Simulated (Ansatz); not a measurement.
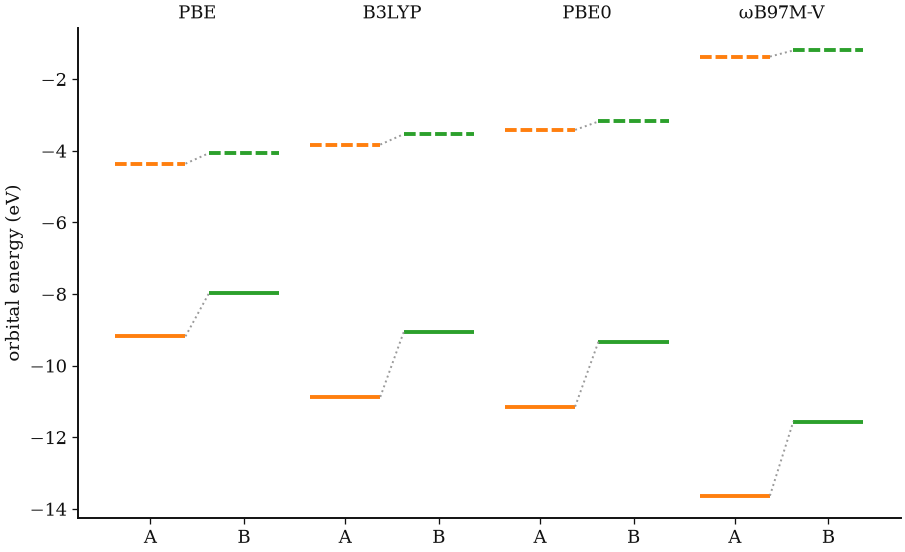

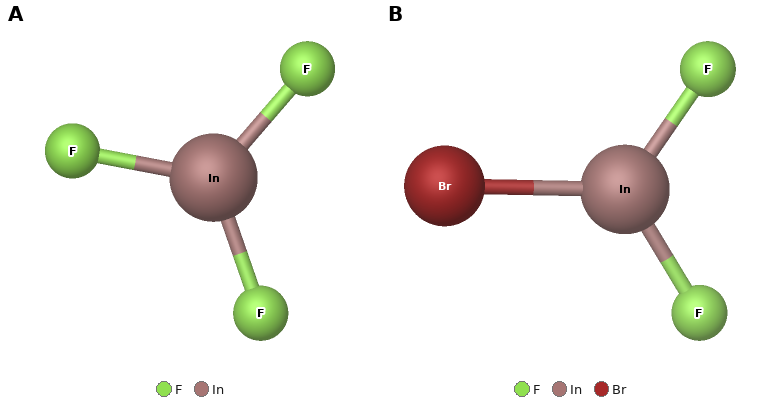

One change: A, InF₃ (SMILES [F][In]([F])[F]), becomes B, InBrF₂ (SMILES [F][In]([F])[Br]). F on In is replaced by Br. HOMO (solid) and LUMO (dashed) computed in def2-TZVPP at PBE0-D4/def2-TZVP geometries, both minima by their frequencies, gas phase, the Ansatz code 0.2.0.

### What does the change do to HOMO and LUMO?

PBE: the HOMO rises by 1.20 eV, the LUMO rises by 0.29 eV, and the separation goes from 4.82 to 3.91 eV. B3LYP: the HOMO rises by 1.81 eV, the LUMO rises by 0.29 eV, and the separation goes from 7.05 to 5.53 eV. PBE0: the HOMO rises by 1.82 eV, the LUMO rises by 0.23 eV, and the separation goes from 7.73 to 6.15 eV. ωB97M-V: the HOMO rises by 2.07 eV, the LUMO rises by 0.17 eV, and the separation goes from 12.26 to 10.36 eV.

### Do the functionals agree on the effect?

They agree on the direction for both levels; the HOMO shift lies between 1.20 and 2.07 eV and the LUMO shift between 0.17 and 0.29 eV, while the separations themselves differ by up to 7.4 eV between functionals.

Note: core potentials past krypton; spin-orbit coupling is left out, and with In it can shift these values.
